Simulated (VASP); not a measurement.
# Si2Ni: the relaxed cell at several levels, part 2 of 3

How close do the usual functionals, with and without dispersion, come to the cell of Si2Ni? The start is a cell from a database of measured crystal structures.

VASP 6.6.1, plane waves and PAW; the level of theory is named at each step.

Still holding for the runs below: The k-mesh is coarse for a metal.

So far. Step 2 (Relaxation with PBE): It ends with forces that vanish by symmetry and a pressure of 0.00 GPa. The volume lies +1.9 % from that of the database's start. The conventional cell has a = 5.441 Å.

**3. Relaxation with LDA**

This step: LDA, spin-polarised from a ferromagnetic start (one magnetic atom a cell); plane waves and PAW (Si, Ni) (VASP 6.6.1).

LDA, the lowest rung, knows the local density alone.

File INCAR:

```
SYSTEM = Si2Ni
PREC = Accurate
ENCUT = 520
EDIFF = 1E-06
NELM = 100
ISMEAR = -1
SIGMA = 0.05
LREAL = .FALSE.
ALGO = Normal
GGA = CA
NBANDS = 17
ISPIN = 2
MAGMOM = 0 0 1
LASPH = .TRUE.
LMAXMIX = 4
LORBIT = 11
LWAVE = .FALSE.
LCHARG = .FALSE.
KPAR = 2
IBRION = 2
NSW = 60
ISIF = 3
EDIFFG = -0.01
```

File POSCAR:

```
Si2Ni
1.0
    0.0000000000      2.7030000000      2.7030000000
    2.7030000000      0.0000000000      2.7030000000
    2.7030000000      2.7030000000      0.0000000000
Si Ni
2 1
Direct
    0.2500000000      0.2500000000      0.2500000000
    0.7500000000      0.7500000000      0.7500000000
    0.0000000000      0.0000000000      0.0000000000
```

File KPOINTS:

```
Automatic mesh
0
Gamma
7 7 7
0 0 0
```

Potentials, in the order of the species: Si and Ni (PBE family, release 64).

Command:

```sh
$ mpirun -np 2 vasp_std
```

The program printed:

```text
[banner, memory and clock lines left out]
running    2 mpi-ranks, on    1 nodes
 distrk:  each k-point on    1 cores,    2 groups
 distr:  one band on    1 cores,    1 groups

 POSCAR found type information on POSCAR SiNi
 POSCAR found :  2 types and       3 ions
|                                                                             |
|               ----> ADVICE to this user running VASP <----                  |
|                                                                             |
|     You enforced a specific xc type in the INCAR file but a different       |
|     [... a line on the potential file left out ...]
|     I HOPE YOU KNOW WHAT YOU ARE DOING!                                     |
|                                                                             |

 LDA part: xc-table for (Slater(with rela. corr.)+CA(PZ))
 , standard interpolation
 POSCAR, INCAR and KPOINTS ok, starting setup
 FFT: planning ... GRIDC
 FFT: planning ... GRID_SOFT
 FFT: planning ... GRID
 WAVECAR not read
 entering main loop
       N       E                     dE             d eps       ncg     rms          rms(c)
DAV:   1     0.661978959926E+02    0.66198E+02   -0.72829E+03  1360   0.104E+03
DAV:   2    -0.179045923869E+02   -0.84102E+02   -0.76254E+02  1498   0.214E+02
DAV:   3    -0.219046081026E+02   -0.40000E+01   -0.39024E+01  1744   0.508E+01
DAV:   4    -0.219736210507E+02   -0.69013E-01   -0.68741E-01  1569   0.590E+00
DAV:   5    -0.219752222173E+02   -0.16012E-02   -0.16009E-02  1727   0.981E-01    0.175E+01
DAV:   6    -0.269028883758E+02   -0.49277E+01   -0.39355E+01  1419   0.144E+02    0.247E+01
DAV:   7    -0.199743983559E+02    0.69285E+01   -0.12447E+01  1710   0.891E+01    0.335E+00
DAV:   8    -0.198659616773E+02    0.10844E+00   -0.14919E+00  1795   0.183E+01    0.232E+00
DAV:   9    -0.198204584879E+02    0.45503E-01   -0.20781E-01  1670   0.725E+00    0.522E-01
DAV:  10    -0.198193127579E+02    0.11457E-02   -0.58906E-03  1910   0.943E-01    0.323E-01
DAV:  11    -0.198189515656E+02    0.36119E-03   -0.61213E-04  1808   0.381E-01    0.139E-01
DAV:  12    -0.198189250694E+02    0.26496E-04   -0.62057E-05  1515   0.542E-02    0.446E-02
DAV:  13    -0.198189242022E+02    0.86715E-06   -0.44294E-06  1761   0.324E-02
   1 F= -.19818924E+02 E0= -.19815445E+02  d E =-.198189E+02  mag=    -0.0001
 curvature:   0.00 expect dE= 0.000E+00 dE for cont linesearch  0.000E+00
 trial: gam= 0.00000 g(F)=  0.154E-48 g(S)=  0.431E-01 ort = 0.000E+00 (trialstep = 0.100E+01)
 search vector abs. value=  0.431E-01
 bond charge predicted
       N       E                     dE             d eps       ncg     rms          rms(c)
DAV:   1    -0.204312637425E+02   -0.61234E+00   -0.42631E+00  1438   0.396E+01    0.776E+00
DAV:   2    -0.217266495608E+02   -0.12954E+01   -0.99054E+00  1447   0.759E+01    0.115E+01
DAV:   3    -0.198277197460E+02    0.18989E+01   -0.35415E+00  1672   0.519E+01    0.886E-01
DAV:   4    -0.198310415611E+02   -0.33218E-02   -0.22584E-01  1745   0.434E+00    0.891E-01
DAV:   5    -0.198233883970E+02    0.76532E-02   -0.20344E-02  1750   0.274E+00    0.221E-01
DAV:   6    -0.198232059742E+02    0.18242E-03   -0.10641E-03  1815   0.441E-01    0.127E-01
DAV:   7    -0.198231951338E+02    0.10840E-04   -0.23218E-04  1687   0.224E-01    0.146E-02
DAV:   8    -0.198231961535E+02   -0.10197E-05   -0.13918E-05  1528   0.287E-02    0.915E-03
DAV:   9    -0.198231958102E+02    0.34330E-06   -0.33179E-07   728   0.115E-02
   2 F= -.19823196E+02 E0= -.19819674E+02  d E =-.427161E-02  mag=    -0.0000
 trial-energy change:   -0.004272  1 .order   -0.001250   -0.043077    0.040578
 step:   0.5681(harm=  0.5149)  dis= 0.00000  next Energy=   -19.831715 (dE=-0.128E-01)
 bond charge predicted
       N       E                     dE             d eps       ncg     rms          rms(c)
DAV:   1    -0.199384776678E+02   -0.11528E+00   -0.80981E-01  1399   0.175E+01    0.302E+00
DAV:   2    -0.201096660012E+02   -0.17119E+00   -0.14052E+00  1645   0.306E+01    0.444E+00
DAV:   3    -0.198364058118E+02    0.27326E+00   -0.67804E-01  1437   0.198E+01    0.645E-01
DAV:   4    -0.198322911135E+02    0.41147E-02   -0.12864E-02  1681   0.157E+00    0.171E-01
DAV:   5    -0.198320148667E+02    0.27625E-03   -0.63973E-04  2068   0.264E-01    0.600E-02
DAV:   6    -0.198319922298E+02    0.22637E-04   -0.31090E-05  2022   0.866E-02    0.171E-02
DAV:   7    -0.198319936136E+02   -0.13838E-05   -0.53064E-06  1390   0.185E-02    0.563E-03
DAV:   8    -0.198319936279E+02   -0.14281E-07   -0.24791E-07   723   0.660E-03
   3 F= -.19831994E+02 E0= -.19828537E+02  d E =-.130694E-01  mag=     0.0000
 curvature:  -0.25 expect dE=-0.842E-05 dE for cont linesearch -0.842E-05
 trial: gam= 0.00000 g(F)=  0.155E-46 g(S)=  0.331E-04 ort =-0.119E-02 (trialstep = 0.914E+00)
 search vector abs. value=  0.331E-04
 reached required accuracy - stopping structural energy minimisation
```

It took 24 s on 2 MPI ranks of AMD EPYC 7R43, shared host; peak memory 0.25 GiB; 46 s of CPU time.

OUTCAR, selected parts (step 3):

```text
The static configuration has the point symmetry O_h .

 Found     20 irreducible k-points:

   NELECT =      18.0000    total number of electrons

 E-fermi :  10.5601

 spin component 1
 k-point     1 :       0.0000    0.0000    0.0000
  band No.  band energies     occupation
    ...
      3       5.1956      1.00000
      4       5.1956      1.00000
      5       6.9248      1.00000
      6       6.9248      1.00000
      7      10.4480      0.90404
      8      12.3485      0.00000
      9      12.3485      0.00000
     10      12.3485      0.00000
     11      12.8725      0.00000
     12      12.8725      0.00000
    ...

 k-point     2 :       0.1429    0.0000    0.0000
  band No.  band energies     occupation
    ...
      3       5.2901      1.00000
      4       5.2901      1.00000
      5       6.8746      1.00000
      6       6.8746      1.00000
      7       9.4758      1.00000
      8      11.3172      0.00000
      9      11.3200      0.00000
     10      11.3200      0.00000
     11      13.6500      0.00000
     12      13.6500      0.00000
    ...

 k-point     3 :       0.2857    0.0000    0.0000
  band No.  band energies     occupation
    ...
      5       6.8569      1.00000
      6       6.8569      1.00000
      7       7.6548      1.00000
      8      10.1743      0.99955
      9      10.1743      0.99955
     10      11.9398      0.00000
     11      12.9277      0.00000
     12      12.9277      0.00000
     13      13.8954      0.00000
     14      16.6600      0.00000
    ...

 k-point     4 :       0.4286    0.0000    0.0000
  band No.  band energies     occupation
    ...
      5       6.8086      1.00000
      6       7.0463      1.00000
      7       7.0463      1.00000
      8       9.2746      1.00000
      9       9.2746      1.00000
     10      12.3395      0.00000
     11      12.4936      0.00000
     12      12.4936      0.00000
     13      13.3790      0.00000
     14      19.1136      0.00000
    ...

  Total        0.0261974      0.0261974      0.0261974      0.0000000     -0.0000000      0.0000000
  in kB        1.0906786      1.0906786      1.0906786      0.0000000     -0.0000000      0.0000000
  external PRESSURE =       1.0906786 kB  Pullay stress =       0.0000000 kB

  energy-cutoff  :      520.00
  volume of cell :       38.48
      direct lattice vectors                 reciprocal lattice vectors
    -0.000000000  2.679665276  2.679665276    -0.186590469  0.186590469  0.186590469
     2.679665276  0.000000000  2.679665276     0.186590469 -0.186590469  0.186590469
     2.679665276  2.679665276 -0.000000000     0.186590469  0.186590469 -0.186590469

 POSITION                                       TOTAL-FORCE (eV/Angst)
 -----------------------------------------------------------------------------------
      1.33983      1.33983      1.33983        -0.000000     -0.000000      0.000000
      4.01950      4.01950      4.01950         0.000000      0.000000      0.000000
      0.00000      0.00000      0.00000        -0.000000     -0.000000     -0.000000
 -----------------------------------------------------------------------------------
    total drift:                               -0.000000     -0.000000      0.000000

  FREE ENERGIE OF THE ION-ELECTRON SYSTEM (eV)
  ---------------------------------------------------
  free  energy   TOTEN  =       -19.8319936279 eV

  energy  without entropy=      -19.8250794247  energy(sigma->0) =      -19.82853653

 total charge
# of ion       s       p       d       tot
------------------------------------------
    1        0.737   0.861   0.000   1.599
    2        0.737   0.861   0.000   1.599
    3        0.580   0.845   8.495   9.920
--------------------------------------------------
tot          2.055   2.568   8.495  13.118

 magnetization (x)
# of ion       s       p       d       tot
------------------------------------------
    1        0.000  -0.000   0.000  -0.000
    2        0.000  -0.000   0.000  -0.000
    3        0.000   0.000   0.000   0.000
--------------------------------------------------
tot          0.000  -0.000   0.000   0.000

[... 8 parts as in an earlier step ...]

[... 5 further parts left out ...]
```

The PAW data sets were made with PBE, though LDA sets exist; this is a small mismatch.

Step by step:

```tsv
step	energy less that of the first step (eV)	largest force (eV/Å)	pressure (GPa)	volume (Å³)
1	0.0000	0.0000	-3.83	39.50
2	-0.0043	0.0000	3.78	37.72
3	-0.0131	0.0000	0.11	38.48
```

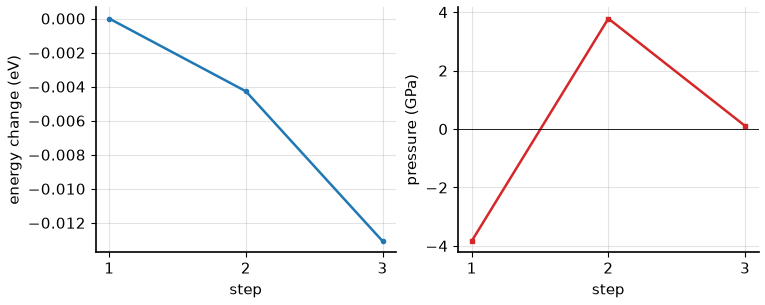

Energy and pressure along the relaxation.

```tsv
conventional cell, symmetrised	before	after	change
a (Å)	5.406	5.359	-0.9 %
b (Å)	5.406	5.359	-0.9 %
c (Å)	5.406	5.359	-0.9 %
volume (Å³/atom)	13.17	12.83	-2.6 %
```

Final coordinates:

```cif
data_structure
_symmetry_space_group_name_H-M 'P 1'
_symmetry_Int_Tables_number 1
_cell_length_a 3.7896
_cell_length_b 3.7896
_cell_length_c 3.7896
_cell_angle_alpha 60.000
_cell_angle_beta 60.000
_cell_angle_gamma 60.000
_cell_volume 38.48
loop_
_atom_site_label
_atom_site_type_symbol
_atom_site_fract_x
_atom_site_fract_y
_atom_site_fract_z
_atom_site_occupancy
Si1 Si 0.25000 0.25000 0.25000 1
Si2 Si 0.75000 0.75000 0.75000 1
Ni3 Ni 0.00000 0.00000 0.00000 1
```

Numbers from this step:

| Item | Value |
| --- | --- |
| free energy (TOTEN) | -19.83 eV |
| energy at zero smearing | -19.83 eV |
| Fermi energy | 10.56 eV |
| pressure | 0.1091 GPa |
| SCF cycles over all ionic steps | 30 |

It ends at 12.83 Å³/atom, -2.6 % from the start, with 0.11 GPa left. The conventional cell has a = 5.359 Å.

**4. Relaxation with r2SCAN**

This step: r2SCAN, spin-polarised from a ferromagnetic start (one magnetic atom a cell); plane waves and PAW (Si, Ni) (VASP 6.6.1).

r2SCAN adds the kinetic-energy density, costs more than a GGA and is run with LASPH.

INCAR: that of step 3 with these lines changed.

```diff
@@ -9,3 +9,4 @@
 ALGO = Normal
-GGA = CA
+METAGGA = R2SCAN
+LASPH = .TRUE.
 NBANDS = 17
@@ -13,3 +14,2 @@
 MAGMOM = 0 0 1
-LASPH = .TRUE.
 LMAXMIX = 4
```

POSCAR is that of step 3.

KPOINTS is that of step 3.

Command:

```sh
$ mpirun -np 2 vasp_std
```

The program printed:

```text
[banner, memory and clock lines left out]
running    2 mpi-ranks, on    1 nodes
[...]
[... a notice as in an earlier step ...]

 LDA part: xc-table for (None), standard interpolation
 POSCAR, INCAR and KPOINTS ok, starting setup
[...]
entering main loop
       N       E                     dE             d eps       ncg     rms          rms(c)
DAV:   1     0.559814834204E+02    0.55981E+02   -0.75360E+03  1360   0.108E+03
DAV:   2    -0.302567355060E+02   -0.86238E+02   -0.78295E+02  1499   0.221E+02
DAV:   3    -0.343050948104E+02   -0.40484E+01   -0.39547E+01  1737   0.527E+01
DAV:   4    -0.343719437793E+02   -0.66849E-01   -0.66559E-01  1582   0.589E+00
[...]
DAV:  12    -0.305515810576E+02    0.11305E-03   -0.27373E-04  1664   0.339E-01    0.432E-02
DAV:  13    -0.305515891727E+02   -0.81151E-05   -0.62709E-05  1864   0.870E-02    0.141E-02
DAV:  14    -0.305515896537E+02   -0.48104E-06   -0.35184E-06  1301   0.151E-02
   1 F= -.30551590E+02 E0= -.30548130E+02  d E =-.305516E+02  mag=     0.0001
[...]
DAV:   8    -0.305510932753E+02    0.41560E-06   -0.24832E-06  1170   0.291E-02
   2 F= -.30551093E+02 E0= -.30547624E+02  d E =0.496378E-03  mag=    -0.0000
 trial-energy change:    0.000496  1 .order    0.000490   -0.012177    0.013157
 step:   0.4807(harm=  0.4807)  dis= 0.00000  next Energy=   -30.554516 (dE=-0.293E-02)
[...]
N       E                     dE             d eps       ncg     rms          rms(c)
DAV:   1    -0.305961335407E+02   -0.45040E-01   -0.31688E-01  1407   0.111E+01    0.191E+00
DAV:   2    -0.306561286235E+02   -0.59995E-01   -0.51516E-01  1583   0.188E+01    0.267E+00
DAV:   3    -0.305548919267E+02    0.10124E+00   -0.23053E-01  1495   0.119E+01    0.362E-01
DAV:   4    -0.305544217850E+02    0.47014E-03   -0.41282E-03  1545   0.762E-01    0.796E-02
DAV:   5    -0.305543807000E+02    0.41085E-04   -0.25317E-04  2058   0.224E-01    0.362E-02
DAV:   6    -0.305543873416E+02   -0.66416E-05   -0.13292E-05  1450   0.274E-02    0.204E-02
DAV:   7    -0.305543925373E+02   -0.51956E-05   -0.14603E-06  1228   0.106E-02    0.280E-03
DAV:   8    -0.305543930617E+02   -0.52448E-06   -0.28520E-07   711   0.507E-03
   3 F= -.30554393E+02 E0= -.30550954E+02  d E =-.280341E-02  mag=     0.0000
[...]
reached required accuracy - stopping structural energy minimisation
```

It took 1.9 min on 2 MPI ranks; peak memory 0.3 GiB.

OUTCAR, selected parts (step 4):

```text
  Total       -0.0007322     -0.0007322     -0.0007322      0.0000000      0.0000000     -0.0000000
  in kB       -0.0300495     -0.0300495     -0.0300495      0.0000000      0.0000000     -0.0000000
  external PRESSURE =      -0.0300495 kB  Pullay stress =       0.0000000 kB

 POSITION                                       TOTAL-FORCE (eV/Angst)
 -----------------------------------------------------------------------------------
      1.34625      1.34625      1.34625         0.000000      0.000000     -0.000000
      4.03875      4.03875      4.03875        -0.000000     -0.000000      0.000000
      0.00000      0.00000      0.00000        -0.000000     -0.000000      0.000000
 -----------------------------------------------------------------------------------
    total drift:                               -0.000000     -0.000000      0.000000

  FREE ENERGIE OF THE ION-ELECTRON SYSTEM (eV)
  ---------------------------------------------------
  free  energy   TOTEN  =       -30.5543930617 eV

  energy  without entropy=      -30.5475157297  energy(sigma->0) =      -30.55095440

 magnetization (x)
# of ion       s       p       d       tot
------------------------------------------
    1       -0.000  -0.000   0.000  -0.000
    2       -0.000  -0.000   0.000  -0.000
    3        0.000   0.000   0.000   0.000
--------------------------------------------------
tot          0.000   0.000   0.000   0.000

[... 2 parts as in an earlier step ...]

[... 2 further parts left out ...]
[key lines of the parts left out:]
E-fermi :  10.6552
```

The PAW data sets were made with PBE, which is usual practice but a small mismatch for other functionals.

Relaxation path:

```tsv
step	energy less that of the first step (eV)	largest force (eV/Å)	pressure (GPa)	volume (Å³)
1	0.0000	0.0000	-2.04	39.50
2	0.0005	0.0000	2.26	38.55
3	-0.0028	0.0000	0.00	39.04
```

```tsv
conventional cell, symmetrised	before	after	change
a (Å)	5.406	5.385	-0.4 %
b (Å)	5.406	5.385	-0.4 %
c (Å)	5.406	5.385	-0.4 %
volume (Å³/atom)	13.17	13.01	-1.2 %
```

Final coordinates:

```xyz
3
Lattice="0.0000 2.6925 2.6925 2.6925 0.0000 2.6925 2.6925 2.6925 0.0000" Properties=species:S:1:pos:R:3 pbc="T T T"
Si    1.3463    1.3463    1.3463
Si    4.0388    4.0388    4.0388
Ni    0.0000    0.0000    0.0000
```

It ends at 13.01 Å³/atom, -1.2 % from the start, with 0.00 GPa left. The conventional cell has a = 5.385 Å.

(Continued in part 3 of 3.)

[Lines on the potential files, build, host, timing and source positions are cut from VASP's logs without a mark.]

[Logs are printed without paths, hosts, clocks, repeated set-up lines and the standing remarks that a program may print on its own settings, such as how far it seeks lower states.]

[Hosts, paths, dates, database ids (printed as entryN), source tags and the programs' standing remarks are cut or masked in the printed files.]

[A measured line is paired with the nearest computed mode of its activity, which favours agreement.]
